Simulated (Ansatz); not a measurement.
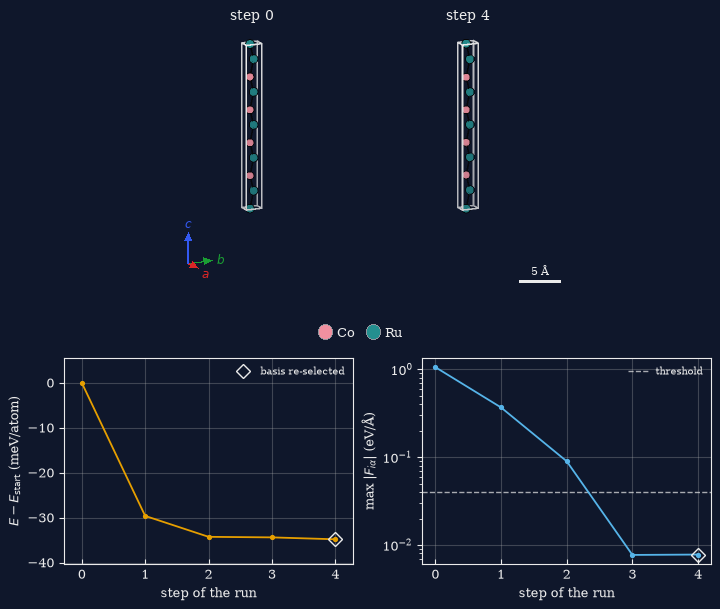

First and last geometry of a relaxation of a crystal of Co$_{2}$Ru$_{3}$ (a generated structure, set up in P-6m2) (coarse preliminary run), with the history of the run. A ball-and-stick model of the cell of the calculation, seen slightly off an axis.

These are results of DFT PBE, scalar-relativistic, plane waves, PAW in Ansatz, not measurements. Set-up: plane-wave cutoff 420 eV; k-point mesh 6 × 6 × 1; occupations gaussian; smearing width 0.1 eV; collinear spin; cell and atoms relaxed; force threshold 0.04 eV/Å; at most 70 steps.

Question: What do the curves and the structures tell?

Answer: It converged. The largest moves relative to the cell, 0.082 Å, are those of Co atoms. Largest moves by element: Co 0.082 Å, Ru 0.078 Å. The volume changes by +4.3 %, with a = b 2.613 → 2.665 Å (+2.0 %), c 20.643 → 20.700 Å (+0.3 %). Some distances before and after: Ru–Ru 2.557 → 2.642 Å, Ru–Ru 2.613 → 2.665 Å, Co–Co 2.613 → 2.665 Å, Co–Ru 2.557 → 2.583 Å. The space group stays P-6m2 (No. 187). Over 3 accepted moves (4 points after the start) the energy falls by 34.8 meV per atom. Largest force component: 1.1 eV/Å at the start, 0.0078 eV/Å at the end. Pressure: 14.08 GPa at the start and 0.04 GPa at the end. The SCF was repeated once at an unchanged geometry on a basis and grid sized afresh for the cell, which shifted the energy by 0.4 meV per atom at most.

```csv
step,"E − E(0), meV/atom","largest force component, eV/Å","pressure, GPa","volume, Å³/atom",note
0,0.00,1.0595,14.08,12.207,
1,-29.62,0.3683,-4.62,12.950,
2,-34.28,0.0898,-0.60,12.761,
3,-34.40,0.0077,0.01,12.735,
4,-34.83,0.0078,0.04,12.735,"same geometry, new basis"
```

Limits of the set-up: the k-point mesh is coarse for a cell with partly filled bands.
